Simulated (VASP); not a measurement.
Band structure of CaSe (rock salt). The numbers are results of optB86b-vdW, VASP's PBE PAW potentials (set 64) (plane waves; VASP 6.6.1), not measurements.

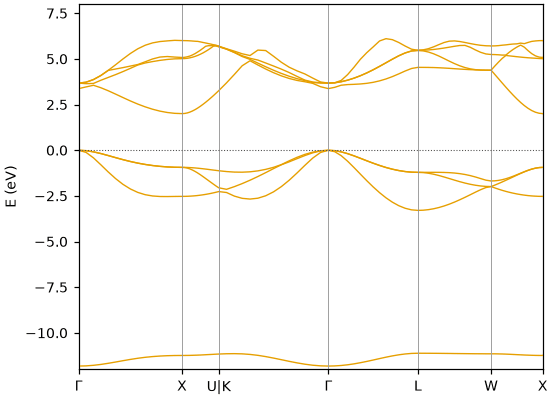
Bands along high-symmetry lines, zero at the valence-band maximum or, without a gap, the Fermi level

### Question
Read the plot: is there a gap, and where are the band edges?

### Answer
The gap is indirect, 2.01 eV, from the valence maximum at Γ to the conduction minimum at X. (Edges off the drawn lines would not show.)

Measured: gap 3.85 eV (computed value off by -1.84 eV), as given by Abedi et al., (2022), arXiv:2211.14644.

The compound is CaSe in the rock salt structure. It was relaxed first.
